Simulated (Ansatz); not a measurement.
# F2H4MoO4 (SMILES [OH][Mo]([OH])([OH])([OH])([F])[F]): what the fields show

```yaml
atoms:
  - { symbol: F, position_ang: [-0.4350, -2.3655, -0.8277] }
  - { symbol: F, position_ang: [0.9004, -1.1581, 0.9858] }
  - { symbol: Mo, position_ang: [-0.8913, -1.0482, 0.4315] }
  - { symbol: O, position_ang: [-1.0606, -2.3285, 1.8137] }
  - { symbol: O, position_ang: [-1.1131, 0.5520, 1.3048] }
  - { symbol: O, position_ang: [-2.6813, -1.3746, 0.1813] }
  - { symbol: O, position_ang: [-0.4345, 0.0560, -1.0358] }
  - { symbol: H, position_ang: [-0.2295, -2.6366, 2.2020] }
  - { symbol: H, position_ang: [-0.7337, 1.4074, 1.0645] }
  - { symbol: H, position_ang: [-3.1764, -2.1627, 0.4404] }
  - { symbol: H, position_ang: [-0.0545, -0.4010, -1.7993] }
```

Geometry: PBE0-D4/def2-SVP; core potentials replace the inner electrons of Mo.

The calculation used Ansatz, isolated molecule in a Gaussian basis; Kohn-Sham density functional theory, functional PBE0.

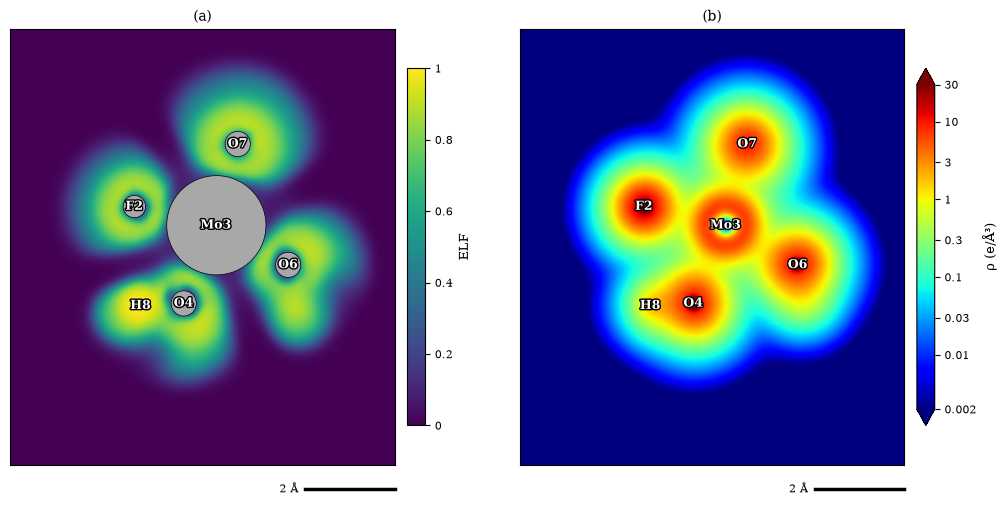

Figure 1. (a) electron localisation function; (b) electron density on the plane of atoms F2, Mo3 and O4. Grey discs cover the atomic cores in the ELF map.

Q: Describe what can be read from this map.

A:
- Atoms in the plane: F, Mo, O and H.
- Mo–O (1.84 Å): ρ is about 1.2 e/Å³ halfway; the ELF peaks at about 0.85 in the valence shell of O, 0.6 Å from its nucleus, and drops to about 0.25 between the two atoms.
- Mo–F (1.88 Å): the density is about 1 e/Å³ at the midpoint; the ELF peaks at about 0.85 in the valence shell of F, 0.5 Å from its nucleus, and drops to about 0.25 between the two atoms.
- O–H (0.97 Å): the density is about 3.7 e/Å³ at the midpoint; the ELF climbs to about 1 towards the hydrogen, as it does in any bond to H; an ordinary covalent bond to hydrogen.
- Mo–O (1.89 Å): ρ is about 1.1 e/Å³ halfway; the ELF peaks at about 0.85 in the valence shell of O, 0.5 Å from its nucleus, and drops to about 0.25 between the two atoms.

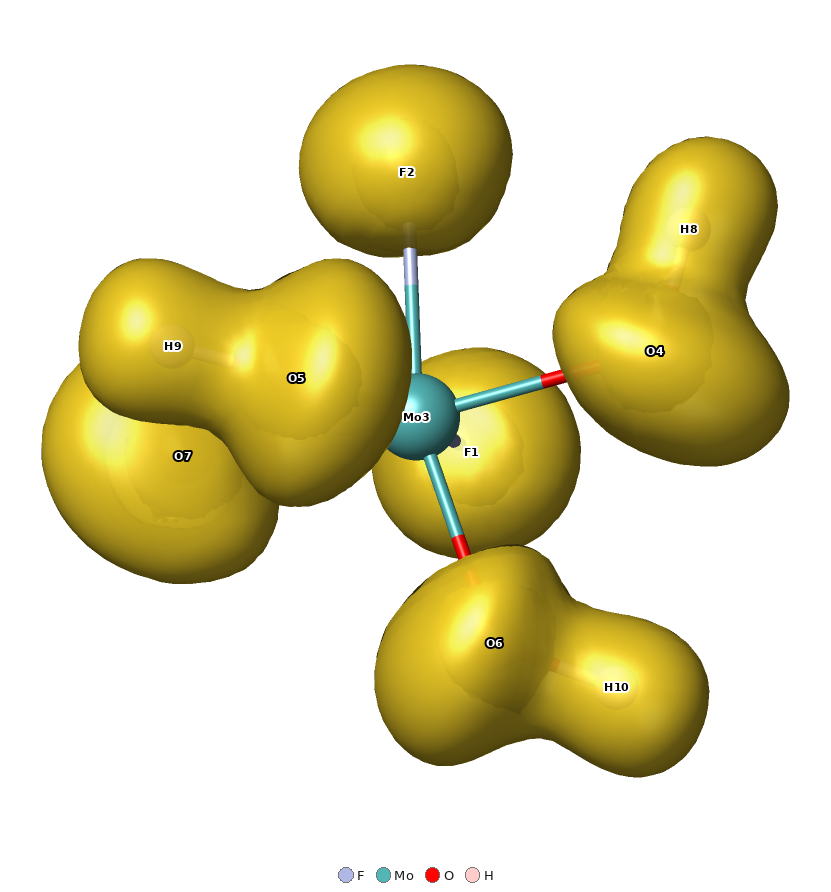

Figure 2. Isosurface of the electron localisation function at 0.75 (yellow), seen at an oblique angle. Core shells and regions of very low density are left out.

Q: What do the ELF domains correspond to?

A: At this value the surface marks out two regions wrapped around F (the valence shell of each) and four joined regions spread over several atoms (H, O), in which their bonds and any lone pairs are merged.

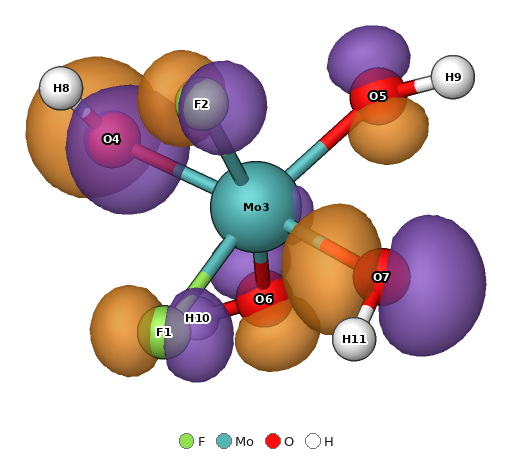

Figure 3. The HOMO at ±0.15 Å⁻³ᐟ² (orange and purple are the two phases), seen at a tilt.

Q: Where does this orbital lie, and at what energy?

A: Its weight (Hirshfeld) is mainly on O4 (about 30 %), O7 (about 30 %), F2 (about 10 %), F1 (about 10 %), O6 (about 5 %) and O5 (about 5 %); largely a combination of lone pairs on O4, O7, F2, F1, O6 and O5. Its energy is −9.58 eV.
